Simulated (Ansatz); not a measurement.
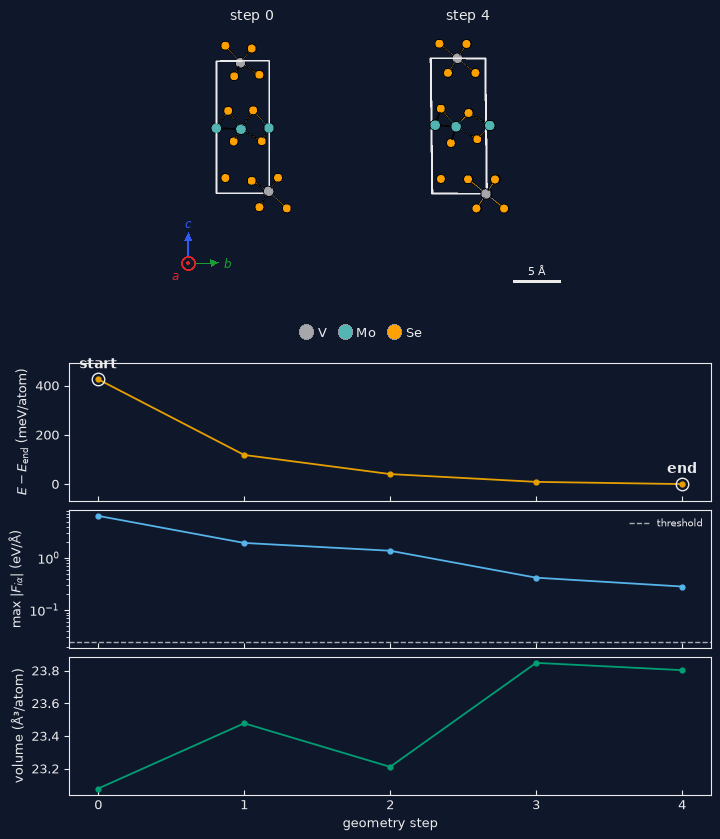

First and last geometry of a relaxation of a crystal of VMoSe4 (a generated structure, set up in P1) (coarse preliminary run), with the history of the run. A ball-and-stick model of the cell of the calculation, seen along the a axis.

All numbers below come from DFT PBE, scalar-relativistic, plane waves, PAW (Ansatz).

Input file:
```yaml
crystal:
  lattice:
    - [1.6496029923, -2.960864055, -0.0399146897]
    - [-4.895683035, -2.9301917781, -0.0146915276]
    - [0.0541270964, -0.1665592866, -14.3296462503]
  atoms:
    - { symbol: V, position: [0.5107850914, 0.4556319395, 0.9867579291] }
    - { symbol: V, position: [0.997856872, 0.9896806589, 1.01355732] }
    - { symbol: Mo, position: [0.925685931, 0.9968393016, 0.4924512865] }
    - { symbol: Mo, position: [0.4723352505, 0.4668079259, 0.4843241812] }
    - { symbol: Se, position: [0.5438412807, 0.8146487627, 0.8945600131] }
    - { symbol: Se, position: [0.981390031, 0.3355118332, 0.8843924735] }
    - { symbol: Se, position: [0.5300405132, 0.8608897829, 0.3928779155] }
    - { symbol: Se, position: [1.064346916, 0.3262117995, 0.3918552894] }
    - { symbol: Se, position: [1.0043858348, 0.6956196578, 0.6262948449] }
    - { symbol: Se, position: [0.5215669302, 0.2209754769, 0.6232474698] }
    - { symbol: Se, position: [1.0244794317, 0.668300275, 0.0935558359] }
    - { symbol: Se, position: [0.4232859175, 0.1688825862, 0.1161254411] }
basis:
  ecutwfc: 420
kpoints:
  mp_grid: { grid: [6, 4, 2] }
hamiltonian:
  xc: pbe
scf:
  occupations: { method: gaussian, width: 0.2 }
  lower_state_search: "off"
output:
  forces: true
  stress: true
  eigenvalues: true
relax:
  adjacent_minimum: "off"
  f_tol: 0.025
  max_steps: 60
  cell: { stress_tol: 0.25 }
```

Launched with:
```bash
ansatz run input.yaml --threads 1 --pin off --max-ram 2560MiB --backend cpu --events-out ev --progress --plain --runs-dir out
```

**Did the run converge, and what did it change?**

The run was cut off at its time limit before the relaxation converged, so the last structure is only a point on the way. After 4 geometry steps the energy has fallen by 425 meV per atom. Largest force component: 6.4 eV/Å at the start, 0.28 eV/Å at the end. Pressure: 8.45 GPa at the start and 0.03 GPa at the end. The largest move relative to the cell is that of Mo3, 0.55 Å roughly along [3 3 1]. By element the largest moves are Mo 0.55 Å, Se 0.43 Å, V 0.28 Å. The volume changes by +3.1 %, with a 3.390 → 3.299 Å (−2.7 %), b 5.706 → 5.910 Å (+3.6 %), c 14.331 → 14.652 Å (+2.2 %), α 89.7° → 91.0°, β 88.6° → 89.2°, γ 88.2° → 90.1°. Some distances before and after: Mo3–Se10 3.097 → 2.496 Å, Mo3–Mo4 3.306 → 2.789 Å, Mo3–Se7 2.146 → 2.614 Å, Mo4–Se9 3.073 → 2.615 Å. Among the angles between lasting bonds that change: Mo3–Se8–Mo4 93.5° → 67.0°, Mo3–Se9–Mo4 74.3° → 99.3°, Mo3–Se9–Mo4 80.1° → 99.4°. The space group stays P1 (No. 1). The run took 4.1 min on 1 thread of Intel(R) Xeon(R) 6975P-C (Granite Rapids) (shared host), peak memory 0.93 GiB.
